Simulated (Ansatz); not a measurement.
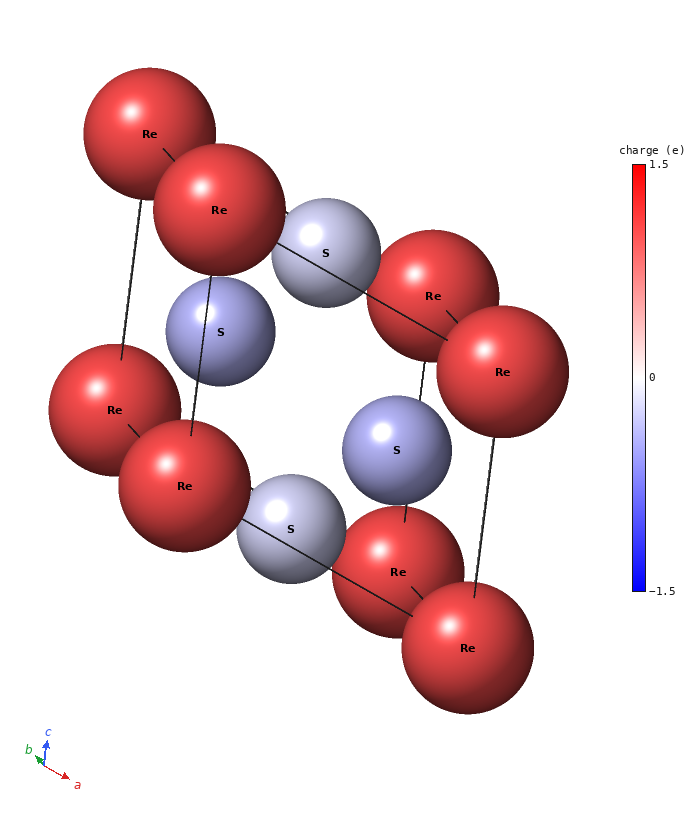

Shown here is a spheres-only view of the crystal, taken slightly off an axis. The lines enclose the cell (the run's own, in a reduced setting); boundary atoms appear with their images. The atoms of this ReS₃ cell are coloured by their Bader charge.

Electronic-structure method: Ansatz 0.2.0, DFT PBE, scalar-relativistic, plane waves, PAW. Parameters: a 420 eV plane-wave basis, k-points about 0.13 Å⁻¹ apart, Gaussian smearing of 0.1 eV, no spin polarisation.

Which element is the most positive, and which the most negative?

Most positive: Re; most negative: S. Charges: about Re +1.0 e; S -0.4 to -0.2 e.

Origin of the cell: a structure type filled with these elements by a generator (whether the compound takes this form wasn't checked). Earlier steps of the study may have refined or changed the cell and positions. Ansatz was used for an electronic-structure calculation on it.
